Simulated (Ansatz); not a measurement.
SnGe2 (3 atoms in the cell), run with Ansatz.

```
crystal:
  lattice:
    - [0.0, 3.3634249398, 3.3634249398]
    - [3.3634249398, 0.0, 3.3634249398]
    - [3.3634249398, 3.3634249398, 0.0]
  atoms:
    - { symbol: Sn, position: [0.0, 0.0, 0.0] }
    - { symbol: Ge, position: [0.75, 0.75, 0.75] }
    - { symbol: Ge, position: [0.5, 0.5, 0.5] }
basis:
  ecutwfc: 420
kpoints:
  mp_grid: { grid: [12, 12, 12] }
hamiltonian:
  xc: pbe
scf:
  occupations: { method: gaussian, width: 0.1 }
  convergence: { dr2_threshold: 1.0e-14 }
  max_iter: 100
output:
  forces: true
  eigenvalues: true
  stress: true
```

Command:
```bash
ansatz run input.yaml --threads 1 --pin off --max-ram 2560MiB --backend cpu --events-out ev --progress --plain --runs-dir out
```

Q: What does the convergence history look like?

A: It converged, after 11 iterations. The residual falls at every step. The input holds an odd setting (a threshold meant to be out of reach), but it does no harm here.

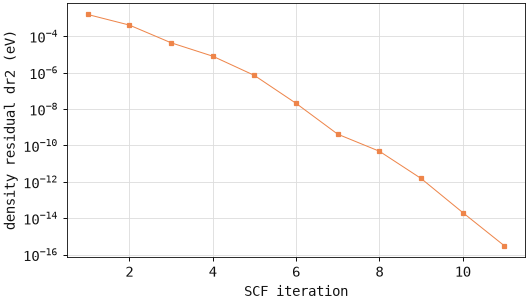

SCF iterations of a calculation: density residual dr2. The starting density is a sum of atomic densities corrected by a trained network.
